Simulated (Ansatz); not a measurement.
Start from WS₂ (space group P6_3/mmc, No. 194; a = 3.154 Å, c = 12.141 Å; layered, stacked along the Cartesian z axis).

Modification: cell and atoms relaxed at a pressure of 0.7 GPa.

Computed with Ansatz (a first-principles code), PBE-D3(BJ), PAW, cutoff 420 eV, no spin-orbit coupling.

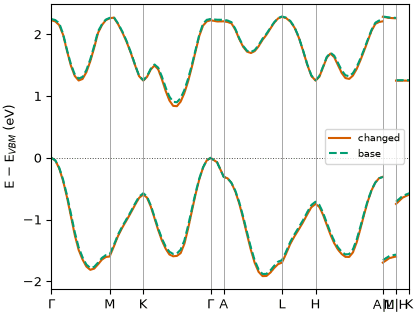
Figure: Highest valence and lowest conduction band along the path, each from its own valence-band maximum

**Question.** From the figure, how large is the changed gap, and is it direct?

**Answer.** About 0.8 eV, indirect, Γ → K–Γ (50 % along).

Spin-orbit coupling, missing from the scalar runs, can matter with W. Load acts through the strain it causes; cell and atoms are relaxed under it. No phonon test of stability was made.
